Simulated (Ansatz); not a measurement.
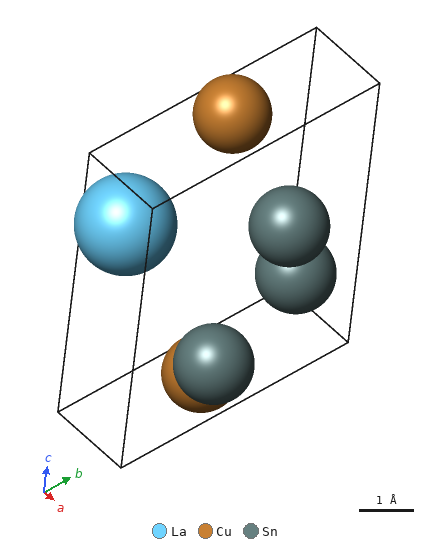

The image is a spheres-only drawing of a crystal, viewed slightly off an axis. The simulation cell is outlined; an atom on or near a face, edge or corner is repeated at each equivalent position.

All computed values are from DFT, PAW plane waves, LDA in Ansatz. Settings: E_cut = 420 eV, k-point mesh 6×6×6, Fermi-Dirac smearing of 0.05 eV, no spin polarisation.

**What does a Bader analysis give?**

La +1.29 e; Cu -0.45 e; Sn -0.33 to -0.26 e.

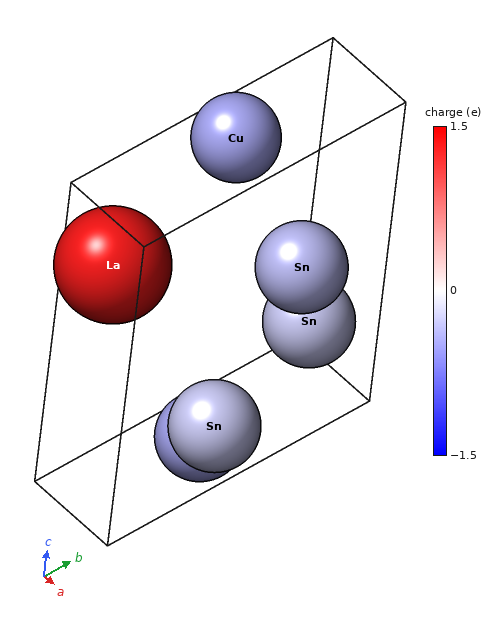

The atoms coloured by those charges.

The structure comes from a generated cell, made by putting these elements into a known structure type (the compound may or may not exist in this form). The picture shows the end point of a geometry optimisation with DFT, PAW plane waves, LDA in Ansatz 0.2.0.
